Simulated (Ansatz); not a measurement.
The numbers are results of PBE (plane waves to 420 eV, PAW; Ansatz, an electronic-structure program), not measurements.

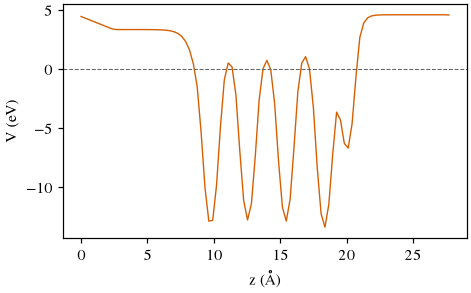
Electrostatic potential energy of an electron, averaged over planes parallel to the surface, in eV from the Fermi level, for Cl on the 1x1 (0001) surface of hcp Y, one in a 1x1 cell, started at the site 'hollow Y-Y-Y over Y at depth 2.8 Å'

Set-up: 5 atoms, 8.4 Å thick at the start under the adsorbate (thin: gaps and levels are the slab's own); mesh 10x10x1; 0.1 eV smearing; dipole correction on; 2 atoms held, the rest relaxed; held to the start's symmetry, so lower structures may exist; no spin, no spin-orbit, no U, no dispersion correction. At the end it is bonded to 3 Y. In PBE this state lies 0.03 eV over the lowest of the starts that converged ('bridge Y-Y (span 3.7 Å)').

**Question.** The surface cell has an area of 11.59 Å². What dipole along the normal does the step between the two vacuum levels imply?

**Answer.** the top vacuum level lies 1.25 eV above the bottom one; p = −ε₀ A ΔV (ε₀ = 0.005526 e/(V·Å)) gives -0.08 e·Å a cell.
